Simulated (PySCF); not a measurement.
# Run report: CH2AlNO2, geometry relaxation

CH2AlNO2, computed with PBE0-D3(BJ)/def2-SVP geometry optimisation, gas phase (PySCF 2.14.0).

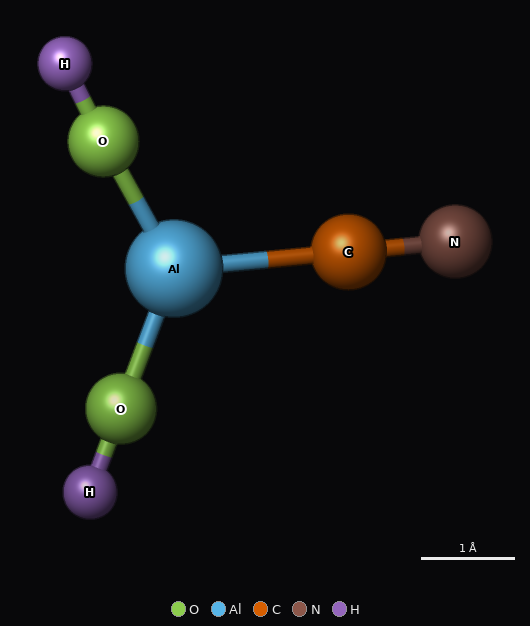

Figure 1. The starting structure (ball-and-stick view, seen at a tilt). Sticks mark near contacts. Bond lengths as drawn: Al–C 1.93 Å, Al–O 1.62 to 1.63 Å, C–N 1.18 Å and H–O 0.96 to 0.97 Å.

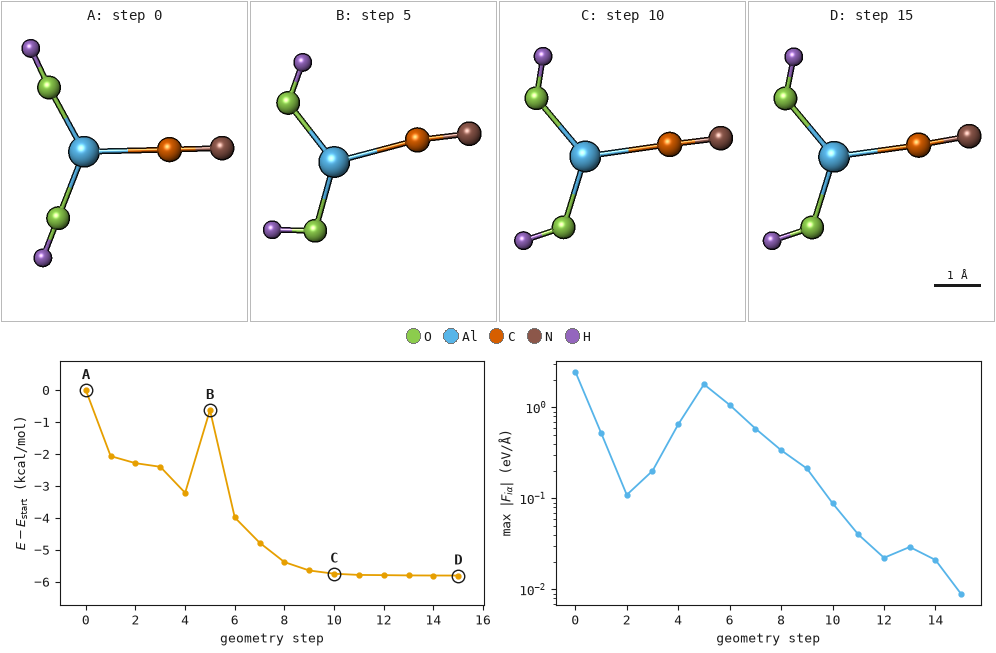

Figure 2. Frames of the relaxation (ball-and-stick view, seen at a tilt) above the curves, on which the letters mark them (steps are counted from 0).

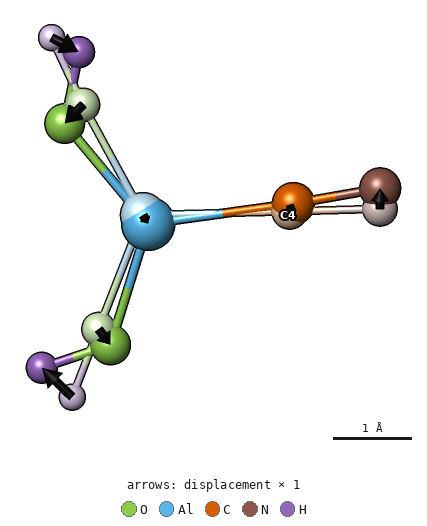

Figure 3. Start (faint) and end (solid) with the displacements as black arrows, at true length (ball-and-stick view, seen at a tilt). The two geometries are laid on each other by the best rigid fit. Over 15 geometry steps the energy falls by 5.80 kcal/mol. The largest force component goes from 2.5 to 0.0089 eV/Å. The largest move after the best rigid fit is that of H7, 0.55 Å. Largest moves by element: H 0.55 Å, O 0.35 Å, N 0.27 Å, Al 0.13 Å, C 0.11 Å. Distances before and after: Al2–O3 1.623 → 1.681 Å, O1–Al2 1.629 → 1.686 Å, C4–N5 1.183 → 1.161 Å, O3–H7 0.966 → 0.958 Å. Among the angles that change: Al2–O3–H7 179.4° → 127.0°, Al2–O1–H6 175.8° → 128.5°, O1–Al2–O3 130.3° → 122.6°. (Atoms are counted from 1 in the order of the input.)

The input that produced these results follows, with the program's output.

## Input file
```
{"job": {"xc": "PBE0", "basis": "def2-SVP", "d3": "d3bj", "grid": 2, "kind": "geom", "shake": 0.01}, "charge": 0, "multiplicity": 1}
O      0.735175     0.875493    -1.309110
Al     0.204368     0.085246     0.012233
O      0.933313    -0.183167     1.437474
C     -1.554777    -0.684860    -0.135014
N     -2.640252    -1.146630    -0.221361
H      0.985090     1.372301    -2.090381
H      1.367701    -0.352385     2.283311
```

The first line tells a small driver script what to run in PySCF; the rest is the geometry in Å.

Launch command:
```bash
OMP_NUM_THREADS=1 python <driver script> task.json out
```

## Output
```
step   0  E = -486.39018956  max force = 0.048061
step   1  E = -486.39347934  max force = 0.010243
step   2  E = -486.39382995  max force = 0.002129
step   3  E = -486.39401159  max force = 0.003905
step   4  E = -486.39530947  max force = 0.012659
step   5  E = -486.39118463  max force = 0.034875
step   6  E = -486.39653925  max force = 0.020704
step   7  E = -486.39779515  max force = 0.011387
step   8  E = -486.39876344  max force = 0.006587
step   9  E = -486.39918228  max force = 0.004150
step  10  E = -486.39934251  max force = 0.001723
step  11  E = -486.39940339  max force = 0.000782
step  12  E = -486.39941354  max force = 0.000434
step  13  E = -486.39942767  max force = 0.000569
step  14  E = -486.39943217  max force = 0.000410
step  15  E = -486.39943484  max force = 0.000174
optimisation converged
```

## Trajectory as extended XYZ (Å, eV, eV/Å), 14 of the 16 frames kept, from step=0 to step=15
```
7
Properties=species:S:1:pos:R:3:forces:R:3 step=0 energy=-13235.35121
O     0.7352    0.8755   -1.3091    0.5599   0.7948  -1.1184
Al    0.2044    0.0853    0.0122   -0.8429  -0.3381  -0.2416
O     0.9333   -0.1832    1.4375    1.0431  -0.2556   1.7628
C    -1.5548   -0.6849   -0.1350   -2.4714  -1.0175  -0.2135
N    -2.6402   -1.1466   -0.2214    2.3288   0.9759   0.1835
H     0.9851    1.3723   -2.0904   -0.1610  -0.3797   0.6120
H     1.3677   -0.3524    2.2833   -0.4565   0.2201  -0.9848
7
Properties=species:S:1:pos:R:3:forces:R:3 step=1 energy=-13235.44072
O     0.6853    0.8594   -1.2973   -0.0269  -0.1562   0.3103
Al    0.1097    0.0509    0.0246    0.1036   0.0429   0.0771
O     0.9757   -0.1182    1.4211   -0.4677  -0.0935  -0.2869
C    -1.6506   -0.7431   -0.0007    0.5267   0.2583  -0.0702
N    -2.7103   -1.2029   -0.0645   -0.4637  -0.2150   0.0074
H     0.8194    1.2974   -2.1200   -0.0290   0.1258  -0.3218
H     1.6042   -0.1301    2.1194    0.3571   0.0377   0.2841
7
Properties=species:S:1:pos:R:3:forces:R:3 step=2 energy=-13235.45026
O     0.6779    0.8609   -1.3058    0.1095   0.0603   0.0259
Al    0.1237    0.0711    0.0355    0.0326  -0.0400  -0.0051
O     0.9661   -0.1285    1.4410   -0.0666  -0.0590   0.1070
C    -1.6294   -0.7280   -0.0083   -0.1004  -0.0024  -0.0630
N    -2.6902   -1.1960   -0.0764    0.0677   0.0176   0.0285
H     0.7837    1.2832   -2.1478   -0.0721  -0.0370   0.0085
H     1.6015   -0.1495    2.1444    0.0293   0.0604  -0.1019
7
Properties=species:S:1:pos:R:3:forces:R:3 step=3 energy=-13235.45521
O     0.6838    0.8586   -1.2981    0.1601   0.0979  -0.0667
Al    0.1341    0.0514    0.0344   -0.0536   0.0384  -0.0135
O     0.9617   -0.1353    1.4495    0.0092  -0.0933   0.2008
C    -1.6281   -0.7269   -0.0193   -0.1758  -0.0851  -0.0453
N    -2.6942   -1.1853   -0.0858    0.1583   0.0632   0.0249
H     0.7669    1.2844   -2.1424   -0.0789  -0.0773   0.0672
H     1.6091   -0.1336    2.1443   -0.0193   0.0562  -0.1674
7
Properties=species:S:1:pos:R:3:forces:R:3 step=5 energy=-13235.37828
O     0.8964    0.8491   -1.0207    0.4326   0.5272  -0.9724
Al    0.2135   -0.0780    0.1769   -1.7933  -0.0439  -1.0719
O     0.8472   -0.2682    1.6871    1.1422   0.0485   0.9030
C    -1.5865   -0.6463   -0.2459   -0.8638  -0.6889   0.3439
N    -2.6777   -1.0523   -0.3504    0.8597   0.4048  -0.0761
H     0.4287    1.0383   -1.8451    0.2818  -0.0352   0.2898
H     1.7117    0.1706    1.6807   -0.0593  -0.2125   0.5837
7
Properties=species:S:1:pos:R:3:forces:R:3 step=6 energy=-13235.52399
O     0.8253    0.8499   -1.1114    0.5048   0.4773  -0.7299
Al    0.1775   -0.0390    0.1295   -1.0647   0.1337  -0.7550
O     0.8723   -0.2336    1.6122    0.7507  -0.1233   0.9485
C    -1.6198   -0.6765   -0.1832   -0.5884  -0.5189   0.3226
N    -2.7030   -1.0989   -0.2791    0.6135   0.3035  -0.0684
H     0.5420    1.1381   -1.9830    0.0455  -0.1594   0.3127
H     1.7390    0.0733    1.8975   -0.2614  -0.1129  -0.0306
7
Properties=species:S:1:pos:R:3:forces:R:3 step=7 energy=-13235.55816
O     0.8243    0.8565   -1.1261    0.3901   0.2928  -0.3827
Al    0.1460   -0.0105    0.1225   -0.5855   0.1139  -0.4773
O     0.8873   -0.2217    1.5927    0.2869  -0.1502   0.5634
C    -1.6432   -0.6878   -0.1612   -0.1531  -0.2684   0.3178
N    -2.7168   -1.1247   -0.2575    0.2352   0.1467  -0.0857
H     0.5884    1.1513   -2.0054   -0.0408  -0.1059   0.1473
H     1.7474    0.0502    1.9176   -0.1327  -0.0291  -0.0829
7
Properties=species:S:1:pos:R:3:forces:R:3 step=8 energy=-13235.58451
O     0.8984    0.8717   -1.0775    0.0568   0.0194   0.0668
Al    0.1067    0.0254    0.1452    0.0006  -0.0260  -0.1477
O     0.8773   -0.2392    1.6218   -0.2239  -0.0479  -0.0457
C    -1.6649   -0.6831   -0.1694    0.3387   0.0648   0.3086
N    -2.7249   -1.1374   -0.2833   -0.2450  -0.0683  -0.1243
H     0.5804    1.0899   -1.9511   -0.0426   0.0350  -0.1376
H     1.7604    0.0859    1.7969    0.1153   0.0230   0.0798
7
Properties=species:S:1:pos:R:3:forces:R:3 step=9 energy=-13235.59591
O     0.8791    0.8780   -1.1220    0.0669  -0.0282   0.1560
Al    0.1183    0.0301    0.1198    0.1398   0.0659  -0.0946
O     0.8672   -0.2359    1.6056   -0.2134  -0.0357  -0.1021
C    -1.6505   -0.6890   -0.1405    0.1072  -0.0116   0.1824
N    -2.7136   -1.1384   -0.2559   -0.1160  -0.0226  -0.0805
H     0.5942    1.1195   -2.0010   -0.0682  -0.0071  -0.0668
H     1.7387    0.0490    1.8766    0.0837   0.0392   0.0056
7
Properties=species:S:1:pos:R:3:forces:R:3 step=10 energy=-13235.60027
O     0.8896    0.8818   -1.1281    0.0342  -0.0249   0.0776
Al    0.1293    0.0279    0.1104    0.0716   0.0576  -0.0268
O     0.8558   -0.2389    1.6067   -0.0605   0.0085  -0.0769
C    -1.6418   -0.6906   -0.1309   -0.0165  -0.0489   0.0886
N    -2.7081   -1.1324   -0.2555   -0.0046   0.0172  -0.0456
H     0.5824    1.1152   -2.0035   -0.0312  -0.0157  -0.0126
H     1.7260    0.0503    1.8835    0.0069   0.0063  -0.0043
7
Properties=species:S:1:pos:R:3:forces:R:3 step=12 energy=-13235.60220
O     0.9007    0.8796   -1.1294   -0.0033   0.0044  -0.0210
Al    0.1325    0.0332    0.1082   -0.0114  -0.0146   0.0223
O     0.8506   -0.2317    1.6060    0.0203   0.0186   0.0018
C    -1.6385   -0.6946   -0.1180   -0.0086  -0.0071   0.0051
N    -2.7050   -1.1290   -0.2659    0.0094   0.0096  -0.0126
H     0.5727    1.0970   -2.0025    0.0043  -0.0072   0.0048
H     1.7204    0.0588    1.8841   -0.0106  -0.0037  -0.0005
7
Properties=species:S:1:pos:R:3:forces:R:3 step=13 energy=-13235.60259
O     0.8986    0.8710   -1.1307    0.0034   0.0081  -0.0144
Al    0.1330    0.0331    0.1142   -0.0293  -0.0198  -0.0019
O     0.8546   -0.2202    1.6107   -0.0012  -0.0004   0.0265
C    -1.6375   -0.6968   -0.1144    0.0267   0.0147  -0.0016
N    -2.7033   -1.1251   -0.2814   -0.0183  -0.0071  -0.0039
H     0.5644    1.0796   -2.0034    0.0027  -0.0014  -0.0118
H     1.7236    0.0716    1.8875    0.0160   0.0058   0.0071
7
Properties=species:S:1:pos:R:3:forces:R:3 step=14 energy=-13235.60271
O     0.8973    0.8657   -1.1321    0.0022   0.0041  -0.0035
Al    0.1333    0.0322    0.1174   -0.0168  -0.0103  -0.0092
O     0.8560   -0.2135    1.6149   -0.0075  -0.0024   0.0206
C    -1.6366   -0.6977   -0.1137    0.0211   0.0127  -0.0030
N    -2.7023   -1.1231   -0.2893   -0.0155  -0.0079   0.0011
H     0.5607    1.0697   -2.0050    0.0028  -0.0020  -0.0111
H     1.7249    0.0800    1.8904    0.0138   0.0058   0.0051
7
Properties=species:S:1:pos:R:3:forces:R:3 step=15 energy=-13235.60278
O     0.8971    0.8607   -1.1338   -0.0020  -0.0009   0.0052
Al    0.1333    0.0314    0.1194    0.0029   0.0011  -0.0089
O     0.8556   -0.2072    1.6189   -0.0076   0.0011   0.0062
C    -1.6359   -0.6983   -0.1137    0.0032   0.0042  -0.0040
N    -2.7014   -1.1224   -0.2942   -0.0031  -0.0036   0.0051
H     0.5602    1.0610   -2.0076    0.0041  -0.0045  -0.0038
H     1.7245    0.0880    1.8936    0.0026   0.0025   0.0003
```

## Key numbers

| quantity | value |
| --- | --- |
| outcome | converged |
| total energy | −486.399435 hartree |
| dipole moment | 3.76 D |
| point group | Cs |
| hardware | 1 CPU thread, shared host |
| wall time | 49 s |
| peak memory | 0.42 GiB |
